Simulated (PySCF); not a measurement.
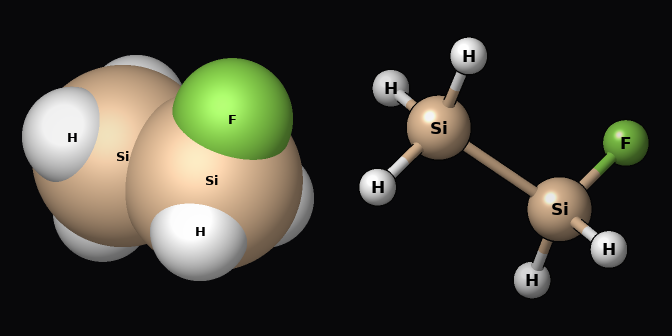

The same structure drawn twice, from different directions.

Question: Count the atoms of each element.

Answer: FH₅Si₂, 8 atoms: 1 fluorine, 5 hydrogen and 2 silicon.

Question: Count the bonded pairs by element.

Answer: 5 Si–H, 1 F–Si, 1 Si–Si.

Question: Name some functional groups or characteristic bonds that it holds.

Answer: Among them: Si–H bond.

More results for the same structure follow; atom numbers are the same in all pictures, views and colours differ. Computed geometry: PBE0-D3(BJ)/def2-SVP optimisation. No frequency run is at hand to confirm it as a minimum.

Geometry

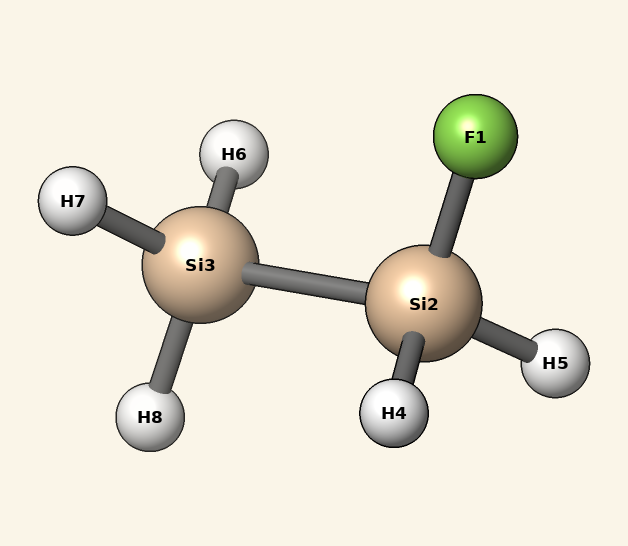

Numbered structure. No frequency run is at hand to confirm it as a minimum.

Give these bond angles: F1–Si2–Si3, F1–Si2–H4, Si3–Si2–H4, H4–Si2–H5, Si2–Si3–H6, Si2–Si3–H8, H6–Si3–H7, H6–Si3–H8.

```csv
angle,degrees
F1–Si2–Si3,108.3
F1–Si2–H4,108.2
Si3–Si2–H4,111.5
H4–Si2–H5,109.1
Si2–Si3–H6,110.2
Si2–Si3–H8,109.0
H6–Si3–H7,109.3
H6–Si3–H8,109.1
```

Electronic properties

No frequency run is at hand to confirm it as a minimum. Properties computed with PBE0/def2-SVP, gas phase (PySCF 2.14.0).

Question: Give the HOMO–LUMO gap at this level.

Answer: 8.05 eV.

Question: What is the dipole moment?

Answer: 1.39 D.

Question: What is the HOMO energy (Kohn–Sham orbital)?

Answer: −8.42 eV.

Core levels

No frequency run is at hand to confirm it as a minimum. Level of theory: delta-SCF UKS SCAN, pcX-1 on the ionised atom, pcseg-1 elsewhere, spin-free X2C (PySCF 2.14.0).

Give the core-electron binding energies (to vacuum; p and d levels without spin–orbit splitting) of F1 1s, Si2 1s, Si2 2p, Si3 1s, Si3 2p.

| atom | level | binding energy (eV) |
| --- | --- | --- |
| F1 | 1s | 692.4 |
| Si2 | 1s | 1847.8 |
| Si2 | 2p | 108.3 |
| Si3 | 1s | 1846.6 |
| Si3 | 2p | 107.2 |

Charges

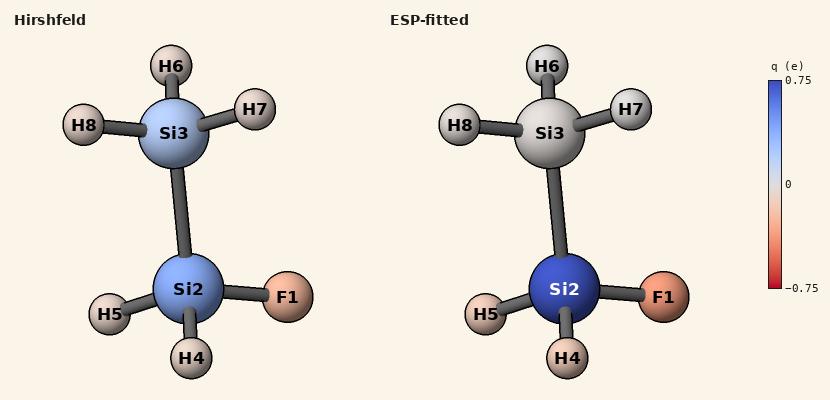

Atomic charges of one calculation by 2 schemes, on one colour scale. No frequency run is at hand to confirm it as a minimum. Level of theory: PBE0/pcSseg-0 (PySCF 2.14.0).

Question: Which scheme gives the most polar picture (largest mean size of the charges)?

Answer: The ESP-fitted charges are the largest in size here.

Question: On which atom do the schemes disagree most?

Answer: On Si2 (from 0.37 to 0.71 e).

List the charges (e), one line for each set of equivalent atoms.

```json
{"atom": "F1", "Hirshfeld": "−0.24", "ESP-fitted": "−0.36"}
{"atom": "Si2", "Hirshfeld": "0.37", "ESP-fitted": "0.71"}
{"atom": "Si3", "Hirshfeld": "0.20", "ESP-fitted": "−0.02"}
{"atom": "H4, H5", "Hirshfeld": "−0.07", "ESP-fitted": "−0.14"}
{"atom": "H6, H7", "Hirshfeld": "−0.06", "ESP-fitted": "−0.01"}
{"atom": "H8", "Hirshfeld": "−0.07", "ESP-fitted": "−0.03"}
```
